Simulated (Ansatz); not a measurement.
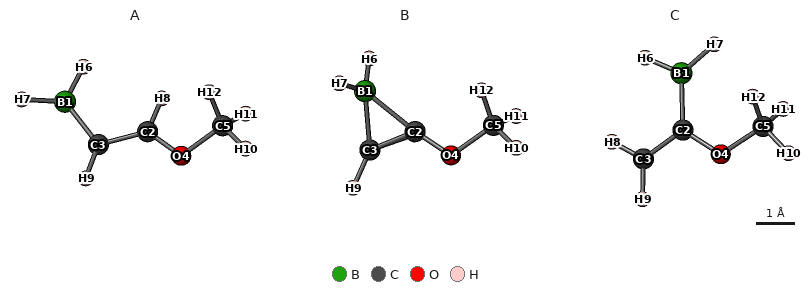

3 geometries from a converged minimum-energy path of C₃H₇BO, shuffled. The picture is a ball-and-stick view, seen at a tilt.

These are results of RKS B3LYP-D4/def2-SVP (Ansatz), not measurements. Run with 5 movable images; climbing image; force threshold 0.05 eV/Å; iteration limit 60; starting path through a guess of the saddle point.

> Which frame is the top of the path?

B. In order along the path, whose images run from 0 to 6: C (image 0, 0.0 kJ/mol), B (image 3, +268.0 kJ/mol), A (image 5, −19.8 kJ/mol). Breaking: B1–C2 (1.55 → 1.72 at the top → 2.49 Å), C3–H8 (1.09 → 1.48 at the top → 2.14 Å). Forming: B1–C3 (2.49 → 1.61 at the top → 1.52 Å), C2–H8 (2.13 → 1.24 at the top → 1.10 Å).
